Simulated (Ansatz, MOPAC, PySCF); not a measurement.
BH3 (SMILES B) and C2H6S (SMILES CSC) are pulled apart as rigid monomers along the line of their centres of mass, from the B3LYP-D3(BJ)/def2-TZVP minimum. Starting geometry (charge 0, multiplicity 1):
```xyz
13

B     -0.329     0.603     0.760
H      0.002    -0.221    -0.056
H     -1.495     0.904     0.706
H      0.433     1.529     0.890
C      1.560    -0.648     2.649
S     -0.213    -0.383     2.444
C     -0.489     0.891     3.691
H      1.763    -1.063     3.634
H      1.861    -1.357     1.880
H      2.086     0.293     2.501
H     -0.301     0.488     4.684
H     -1.531     1.192     3.606
H      0.154     1.745     3.484
```

Interaction energies with rigid monomers; basis-set methods are counterpoise corrected unless marked otherwise.

Cores are frozen in the correlated methods. Rows in 6-31G* carry no dispersion term and start afresh at each structure (6-31G* with six Cartesian d functions). The state that PM7 reach isn't checked; PM7 holds dispersion and hydrogen-bond terms.

The values were computed with Ansatz (Gaussian orbitals); MOPAC for PM7 (differences of heats of formation); PySCF for 6-31G* rows. Each number belongs to the level named beside it.

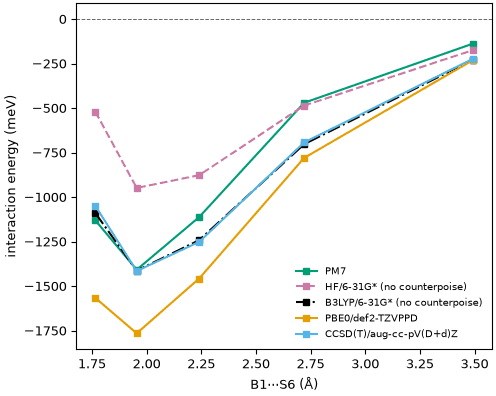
Fig. 1. Interaction energy against separation

Problem. Which level binds most strongly at B1···S6 = 1.95, and by how much?

Solution. PBE0/def2-TZVPPD, -1765 meV.

Ansatz is a quantum-chemistry and plane-wave program.
